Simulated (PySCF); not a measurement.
# B₂F₂H₅N: core binding energies at several levels of theory

Aim: compute the core binding energies of B₂F₂H₅N (`[NH3+][BH2-]B(F)F`) at several levels, and see how far they spread and what each costs.

Computed with PySCF 2.14.0, with density-fitted response routines of our own, on a single molecule in the gas phase. Atoms count from 0, in the outputs and in this text.

### Step 1. The starting structure

10 atoms, charge 0, multiplicity 1; geometry from: PBE0-D3(BJ)/def2-SVP.

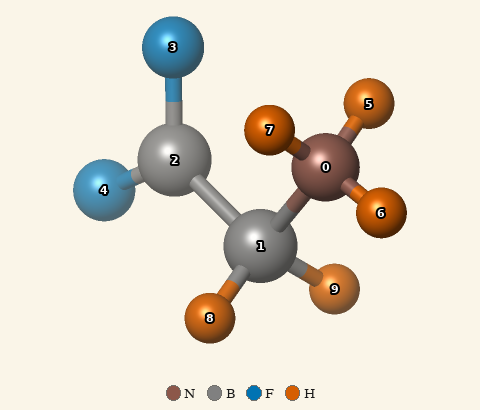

The starting geometry (nitrogen brown, boron grey, fluorine blue, hydrogen orange), atoms numbered.

### Step 2. X-ray photoelectron lines: SCAN, X2C

What the job is given:

```
{"job": {"kind": "xps"}, "charge": 0, "multiplicity": 1}
N     -1.200022     0.206943     0.116826
B      0.137183    -0.407650    -0.587424
B      1.459136     0.085908     0.350728
F      1.271263     0.807427     1.475842
F      2.738995    -0.168572     0.106686
H     -1.279394    -0.100883     1.087244
H     -2.049336    -0.074377    -0.373589
H     -1.171097     1.227377     0.132709
H      0.153806     0.031461    -1.730416
H     -0.010687    -1.623948    -0.593581
```

Level: delta-SCF UKS SCAN, pcX-2 on the ionised atom, pcseg-1 elsewhere, spin-free X2C.

Started as:

```
> OMP_NUM_THREADS=1 python probes_run.py task.json out
```

One launch serves the whole session: the jobs run in the order shown.

Output:

```text
ground state, core basis on atom 0 (N), 126 functions
  cycle   1  E = -307.27448044  |g| = 6.37e-01
  cycle   2  E = -307.21010030  |g| = 9.42e-01
  cycle   3  E = -307.35739949  |g| = 1.15e-01
  cycle   4  E = -307.36062256  |g| = 2.24e-02
  cycle   5  E = -307.36075150  |g| = 7.54e-03
  cycle   6  E = -307.36076189  |g| = 4.27e-03
  cycle   7  E = -307.36076555  |g| = 7.87e-04
  cycle   8  E = -307.36076403  |g| = 5.01e-04
  cycle   9  E = -307.36076487  |g| = 5.21e-05
  E(ground) = -307.35470447 Eh
hole in N 1s of atom 0
  cycle   1  E = -291.67951513  |g| = 1.85e+00
  cycle   2  E = -291.13413605  |g| = 1.99e+00
  cycle   3  E = -292.29902414  |g| = 3.93e-01
  cycle   4  E = -292.33058985  |g| = 2.44e-01
  cycle   5  E = -292.34832619  |g| = 5.79e-02
  cycle   6  E = -292.34934646  |g| = 2.06e-02
  cycle   7  E = -292.34946401  |g| = 9.05e-03
  cycle   8  E = -292.34949404  |g| = 2.03e-03
  cycle   9  E = -292.34949681  |g| = 6.72e-04
  cycle  10  E = -292.34949756  |g| = 2.17e-04
  E(ion) = -292.34361305 Eh   <S^2> = 0.7650   hole on atom = 1.000   binding energy = 408.473 eV
ground state, core basis on atom 1 (B), 126 functions
  cycle   1  E = -307.34092824  |g| = 4.82e-02
  cycle   2  E = -307.34091322  |g| = 2.19e-02
  cycle   3  E = -307.34100078  |g| = 1.32e-02
  cycle   4  E = -307.34104564  |g| = 3.61e-03
  cycle   5  E = -307.34104791  |g| = 3.01e-04
  E(ground) = -307.33849505 Eh
hole in B 1s of atom 1
  cycle   1  E = -299.79720707  |g| = 1.17e+00
  cycle   2  E = -299.40214769  |g| = 1.35e+00
  cycle   3  E = -300.16556695  |g| = 3.05e-01
  cycle   4  E = -300.19264152  |g| = 1.96e-01
  cycle   5  E = -300.20565171  |g| = 2.74e-02
  cycle   6  E = -300.20584658  |g| = 1.45e-02
  cycle   7  E = -300.20591415  |g| = 6.81e-03
  cycle   8  E = -300.20593543  |g| = 1.81e-03
  cycle   9  E = -300.20593667  |g| = 1.54e-03
  cycle  10  E = -300.20593757  |g| = 5.01e-04
  cycle  11  E = -300.20593796  |g| = 1.03e-04
  E(ion) = -300.20431712 Eh   <S^2> = 0.7688   hole on atom = 1.000   binding energy = 194.131 eV
ground state, core basis on atom 2 (B), 126 functions
  cycle   1  E = -307.34986415  |g| = 5.85e-02
  cycle   2  E = -307.34970888  |g| = 5.23e-02
  cycle   3  E = -307.35014749  |g| = 2.03e-02
  cycle   4  E = -307.35020423  |g| = 5.98e-03
  cycle   5  E = -307.35021144  |g| = 6.15e-04
  cycle   6  E = -307.35021171  |g| = 2.77e-04
  E(ground) = -307.34712299 Eh
hole in B 1s of atom 2
  cycle   1  E = -299.69520717  |g| = 1.16e+00
  cycle   2  E = -298.33105464  |g| = 1.77e+00
  cycle   3  E = -299.94682358  |g| = 4.24e-01
  cycle   4  E = -300.06063116  |g| = 1.32e-01
  cycle   5  E = -300.06696114  |g| = 9.67e-02
  cycle   6  E = -300.07057728  |g| = 2.48e-02
  cycle   7  E = -300.07079691  |g| = 7.61e-03
  cycle   8  E = -300.07081751  |g| = 5.96e-03
  cycle   9  E = -300.07083152  |g| = 2.59e-03
  cycle  10  E = -300.07083402  |g| = 1.32e-03
  cycle  11  E = -300.07083561  |g| = 4.25e-04
  E(ion) = -300.07128776 Eh   <S^2> = 0.7812   hole on atom = 1.000   binding energy = 197.986 eV
ground state, core basis on atom 3 (F), 126 functions
  cycle   1  E = -307.39187530  |g| = 1.25e-01
  cycle   2  E = -307.39093075  |g| = 9.91e-02
  cycle   3  E = -307.39159182  |g| = 6.91e-02
  cycle   4  E = -307.39223258  |g| = 4.54e-03
  cycle   5  E = -307.39223561  |g| = 7.57e-04
  cycle   6  E = -307.39223531  |g| = 1.69e-04
  E(ground) = -307.39098902 Eh
hole in F 1s of atom 3
  cycle   1  E = -281.05040933  |g| = 2.58e+00
  cycle   2  E = -280.95771118  |g| = 2.14e+00
  cycle   3  E = -281.86864088  |g| = 4.23e-01
  cycle   4  E = -281.88003760  |g| = 3.90e-01
  cycle   5  E = -281.93079559  |g| = 5.83e-02
  cycle   6  E = -281.93204985  |g| = 2.29e-02
  cycle   7  E = -281.93240421  |g| = 2.86e-03
  cycle   8  E = -281.93240698  |g| = 1.10e-03
  cycle   9  E = -281.93240793  |g| = 4.24e-04
  E(ion) = -281.93872790 Eh   <S^2> = 0.7565   hole on atom = 1.000   binding energy = 692.591 eV
```

Wall time 19 s (1 thread of Arm Neoverse V1, shared host); peak memory 0.44 GiB.

The holes in one table. −ε is the ground-state orbital energy:

| hole | stands for | environment | ΔSCF (eV) | −ε (eV) | ⟨S²⟩ |
| --- | --- | --- | --- | --- | --- |
| N1s on N0 | N0 | donor nitrogen of a Lewis adduct | 408.47 | 388.6 | 0.765 |
| B1s on B1 | B1 | boron bonded to B, N, 2 H | 194.13 | 178.3 | 0.769 |
| B1s on B2 | B2 | boron bonded to B, 2 F | 197.99 | 181.4 | 0.781 |
| F1s on F3 | F3, F4 | fluorine bonded to B | 692.59 | 666.4 | 0.757 |

Each hole run stands for the others of its class of like atoms.

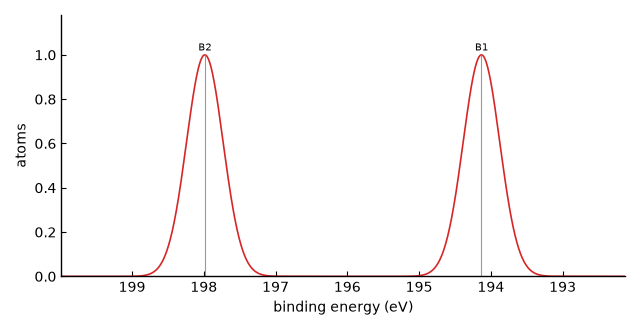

The B1s photoelectron lines, weighted by the number of atoms. Lines are broadened to a width of 0.60 eV (Gaussian).

### Step 3. X-ray photoelectron lines: B3LYP, X2C

The job, as its differences from that of step 2:

```diff
@@ -1,2 +1,2 @@
-{"job": {"kind": "xps"}, "charge": 0, "multiplicity": 1}
+{"job": {"kind": "xps", "xc": "B3LYP"}, "charge": 0, "multiplicity": 1}
 N     -1.200022     0.206943     0.116826
```

Method: delta-SCF UKS B3LYP, pcX-2 on the ionised atom, pcseg-1 elsewhere, spin-free X2C.

Output:

```text
ground state, core basis on atom 0 (N), 126 functions
  cycle   1  E = -307.38591865  |g| = 6.19e-01
  cycle   2  E = -307.35099684  |g| = 8.33e-01
  cycle   3  E = -307.46613188  |g| = 8.64e-02
  cycle   4  E = -307.46794006  |g| = 2.14e-02
  cycle   5  E = -307.46806265  |g| = 4.67e-03
  cycle   6  E = -307.46806531  |g| = 2.88e-03
  cycle   7  E = -307.46806620  |g| = 3.29e-04
  E(ground) = -307.46861809 Eh
hole in N 1s of atom 0
  cycle   1  E = -291.79492191  |g| = 1.86e+00
  cycle   2  E = -291.42688515  |g| = 1.90e+00
  cycle   3  E = -292.43448973  |g| = 2.79e-01
  cycle   4  E = -292.45755102  |g| = 7.14e-02
  cycle   5  E = -292.45890096  |g| = 3.28e-02
  cycle   6  E = -292.45924867  |g| = 4.26e-03
  cycle   7  E = -292.45925527  |g| = 2.74e-03
  cycle   8  E = -292.45925838  |g| = 9.90e-04
  cycle   9  E = -292.45925856  |g| = 3.07e-04
  E(ion) = -292.45980043 Eh   <S^2> = 0.7586   hole on atom = 1.000   binding energy = 408.411 eV
ground state, core basis on atom 1 (B), 126 functions
  cycle   1  E = -307.45204148  |g| = 3.45e-02
  cycle   2  E = -307.45202827  |g| = 1.80e-02
  cycle   3  E = -307.45206489  |g| = 1.21e-02
  cycle   4  E = -307.45209524  |g| = 1.35e-03
  cycle   5  E = -307.45209579  |g| = 1.80e-04
  E(ground) = -307.45273512 Eh
hole in B 1s of atom 1
  cycle   1  E = -299.89071793  |g| = 1.17e+00
  cycle   2  E = -299.64612420  |g| = 1.23e+00
  cycle   3  E = -300.27909831  |g| = 2.53e-01
  cycle   4  E = -300.30043196  |g| = 1.44e-01
  cycle   5  E = -300.30766696  |g| = 1.59e-02
  cycle   6  E = -300.30776979  |g| = 6.26e-03
  cycle   7  E = -300.30778488  |g| = 1.93e-03
  cycle   8  E = -300.30778693  |g| = 5.85e-04
  cycle   9  E = -300.30778815  |g| = 2.81e-04
  E(ion) = -300.30841012 Eh   <S^2> = 0.7586   hole on atom = 1.000   binding energy = 194.407 eV
ground state, core basis on atom 2 (B), 126 functions
  cycle   1  E = -307.46055193  |g| = 3.82e-02
  cycle   2  E = -307.46051722  |g| = 2.90e-02
  cycle   3  E = -307.46063360  |g| = 1.40e-02
  cycle   4  E = -307.46066302  |g| = 1.87e-03
  cycle   5  E = -307.46066457  |g| = 2.28e-04
  E(ground) = -307.46090789 Eh
hole in B 1s of atom 2
  cycle   1  E = -299.79122017  |g| = 1.16e+00
  cycle   2  E = -298.69581029  |g| = 1.66e+00
  cycle   3  E = -300.06924769  |g| = 3.93e-01
  cycle   4  E = -300.16488307  |g| = 8.99e-02
  cycle   5  E = -300.16832105  |g| = 5.65e-02
  cycle   6  E = -300.16954147  |g| = 1.92e-02
  cycle   7  E = -300.16967638  |g| = 2.79e-03
  cycle   8  E = -300.16968075  |g| = 1.90e-03
  cycle   9  E = -300.16968272  |g| = 8.09e-04
  cycle  10  E = -300.16968387  |g| = 4.79e-04
  E(ion) = -300.16991483 Eh   <S^2> = 0.7625   hole on atom = 1.000   binding energy = 198.398 eV
ground state, core basis on atom 3 (F), 126 functions
  cycle   1  E = -307.50757953  |g| = 8.46e-02
  cycle   2  E = -307.50734291  |g| = 5.39e-02
  cycle   3  E = -307.50752140  |g| = 4.09e-02
  cycle   4  E = -307.50775713  |g| = 2.46e-03
  cycle   5  E = -307.50775901  |g| = 2.95e-04
  E(ground) = -307.50854124 Eh
hole in F 1s of atom 3
  cycle   1  E = -281.17589772  |g| = 2.60e+00
  cycle   2  E = -281.20979036  |g| = 2.09e+00
  cycle   3  E = -282.03406056  |g| = 3.27e-01
  cycle   4  E = -282.04004762  |g| = 2.77e-01
  cycle   5  E = -282.06506974  |g| = 2.59e-02
  cycle   6  E = -282.06533923  |g| = 8.75e-03
  cycle   7  E = -282.06538905  |g| = 7.44e-04
  cycle   8  E = -282.06538923  |g| = 2.72e-04
  E(ion) = -282.06609940 Eh   <S^2> = 0.7545   hole on atom = 1.000   binding energy = 692.324 eV
```

It took 18 s on 1 thread of Arm Neoverse V1, shared host; peak memory 0.46 GiB.

The holes in one table. −ε is the ground-state orbital energy:

| hole | stands for | environment | ΔSCF (eV) | −ε (eV) | ⟨S²⟩ |
| --- | --- | --- | --- | --- | --- |
| N1s on N0 | N0 | donor nitrogen of a Lewis adduct | 408.41 | 392.4 | 0.759 |
| B1s on B1 | B1 | boron bonded to B, N, 2 H | 194.41 | 182.0 | 0.759 |
| B1s on B2 | B2 | boron bonded to B, 2 F | 198.40 | 185.0 | 0.763 |
| F1s on F3 | F3, F4 | fluorine bonded to B | 692.32 | 671.8 | 0.754 |

Each hole run stands for the others of its class of like atoms.

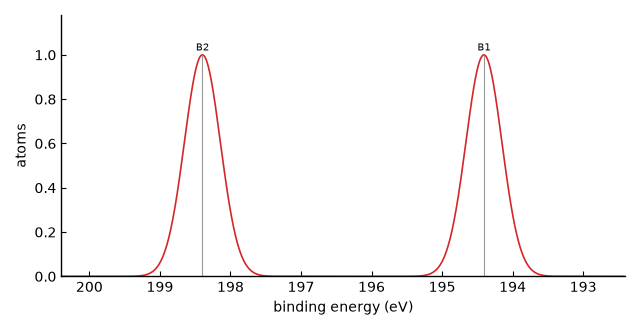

The B1s photoelectron lines, weighted by the number of atoms. Lines are broadened to a width of 0.60 eV (Gaussian).

### Step 4. Core holes by ΔSCF: PBE0, X2C

The job, as its differences from that of step 3:

```diff
@@ -1,2 +1,2 @@
-{"job": {"kind": "xps", "xc": "B3LYP"}, "charge": 0, "multiplicity": 1}
+{"job": {"kind": "xps", "xc": "PBE0"}, "charge": 0, "multiplicity": 1}
 N     -1.200022     0.206943     0.116826
```

Level: delta-SCF UKS PBE0, pcX-2 on the ionised atom, pcseg-1 elsewhere, spin-free X2C.

Output:

```text
ground state, core basis on atom 0 (N), 126 functions
  cycle   1  E = -307.05239984  |g| = 5.74e-01
  cycle   2  E = -307.04092928  |g| = 7.03e-01
  cycle   3  E = -307.12287996  |g| = 7.60e-02
  cycle   4  E = -307.12419674  |g| = 1.97e-02
  cycle   5  E = -307.12430105  |g| = 3.06e-03
  cycle   6  E = -307.12430260  |g| = 2.19e-03
  cycle   7  E = -307.12430313  |g| = 2.88e-04
  E(ground) = -307.12484722 Eh
hole in N 1s of atom 0
  cycle   1  E = -291.46724323  |g| = 1.86e+00
  cycle   2  E = -291.22179055  |g| = 1.78e+00
  cycle   3  E = -292.11120230  |g| = 2.60e-01
  cycle   4  E = -292.13174255  |g| = 5.72e-02
  cycle   5  E = -292.13261760  |g| = 2.76e-02
  cycle   6  E = -292.13286820  |g| = 3.87e-03
  cycle   7  E = -292.13287565  |g| = 2.36e-03
  cycle   8  E = -292.13287841  |g| = 1.04e-03
  cycle   9  E = -292.13287880  |g| = 2.94e-04
  E(ion) = -292.13340253 Eh   <S^2> = 0.7605   hole on atom = 1.000   binding energy = 407.938 eV
ground state, core basis on atom 1 (B), 126 functions
  cycle   1  E = -307.10760539  |g| = 4.75e-02
  cycle   2  E = -307.10758296  |g| = 2.11e-02
  cycle   3  E = -307.10762356  |g| = 1.57e-02
  cycle   4  E = -307.10767325  |g| = 9.71e-04
  cycle   5  E = -307.10767362  |g| = 1.28e-04
  E(ground) = -307.10828065 Eh
hole in B 1s of atom 1
  cycle   1  E = -299.57264530  |g| = 1.18e+00
  cycle   2  E = -299.42448178  |g| = 1.13e+00
  cycle   3  E = -299.96238504  |g| = 2.39e-01
  cycle   4  E = -299.98271693  |g| = 1.23e-01
  cycle   5  E = -299.98799772  |g| = 1.38e-02
  cycle   6  E = -299.98807907  |g| = 5.15e-03
  cycle   7  E = -299.98809035  |g| = 1.91e-03
  cycle   8  E = -299.98809332  |g| = 6.54e-04
  cycle   9  E = -299.98809457  |g| = 2.67e-04
  E(ion) = -299.98868411 Eh   <S^2> = 0.7628   hole on atom = 1.000   binding energy = 193.734 eV
ground state, core basis on atom 2 (B), 126 functions
  cycle   1  E = -307.11672579  |g| = 4.86e-02
  cycle   2  E = -307.11672427  |g| = 2.36e-02
  cycle   3  E = -307.11676642  |g| = 1.81e-02
  cycle   4  E = -307.11681905  |g| = 1.61e-03
  cycle   5  E = -307.11681937  |g| = 1.65e-04
  E(ground) = -307.11702266 Eh
hole in B 1s of atom 2
  cycle   1  E = -299.47263020  |g| = 1.16e+00
  cycle   2  E = -298.58854959  |g| = 1.55e+00
  cycle   3  E = -299.76000597  |g| = 3.77e-01
  cycle   4  E = -299.84689891  |g| = 7.36e-02
  cycle   5  E = -299.84937347  |g| = 4.11e-02
  cycle   6  E = -299.85004974  |g| = 1.57e-02
  cycle   7  E = -299.85014296  |g| = 2.85e-03
  cycle   8  E = -299.85014956  |g| = 1.95e-03
  cycle   9  E = -299.85015271  |g| = 9.44e-04
  cycle  10  E = -299.85015396  |g| = 4.84e-04
  E(ion) = -299.85032927 Eh   <S^2> = 0.7701   hole on atom = 1.000   binding energy = 197.737 eV
ground state, core basis on atom 3 (F), 126 functions
  cycle   1  E = -307.16399040  |g| = 1.11e-01
  cycle   2  E = -307.16382804  |g| = 4.73e-02
  cycle   3  E = -307.16381189  |g| = 4.86e-02
  cycle   4  E = -307.16414836  |g| = 1.74e-03
  cycle   5  E = -307.16414846  |g| = 2.76e-04
  E(ground) = -307.16493687 Eh
hole in F 1s of atom 3
  cycle   1  E = -280.85156707  |g| = 2.60e+00
  cycle   2  E = -280.98258284  |g| = 1.98e+00
  cycle   3  E = -281.71983427  |g| = 2.94e-01
  cycle   4  E = -281.72686816  |g| = 2.31e-01
  cycle   5  E = -281.74436490  |g| = 2.07e-02
  cycle   6  E = -281.74453097  |g| = 6.76e-03
  cycle   7  E = -281.74456025  |g| = 6.81e-04
  cycle   8  E = -281.74455986  |g| = 2.39e-04
  E(ion) = -281.74524981 Eh   <S^2> = 0.7550   hole on atom = 1.000   binding energy = 691.705 eV
```

Wall time 18 s (1 thread of Arm Neoverse V1, shared host); peak memory 0.46 GiB.

The holes in one table. −ε is the ground-state orbital energy:

| hole | stands for | environment | ΔSCF (eV) | −ε (eV) | ⟨S²⟩ |
| --- | --- | --- | --- | --- | --- |
| N1s on N0 | N0 | donor nitrogen of a Lewis adduct | 407.94 | 394.2 | 0.761 |
| B1s on B1 | B1 | boron bonded to B, N, 2 H | 193.73 | 182.9 | 0.763 |
| B1s on B2 | B2 | boron bonded to B, 2 F | 197.74 | 185.9 | 0.770 |
| F1s on F3 | F3, F4 | fluorine bonded to B | 691.70 | 674.2 | 0.755 |

Each hole run stands for the others of its class of like atoms.

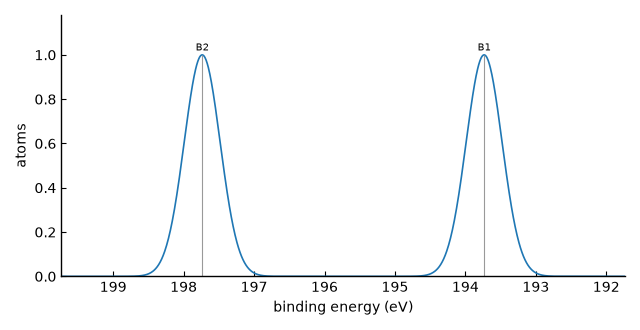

The B1s photoelectron lines, weighted by the number of atoms. Lines are broadened to a width of 0.60 eV (Gaussian).

(Part 1 of 3 ends here.)
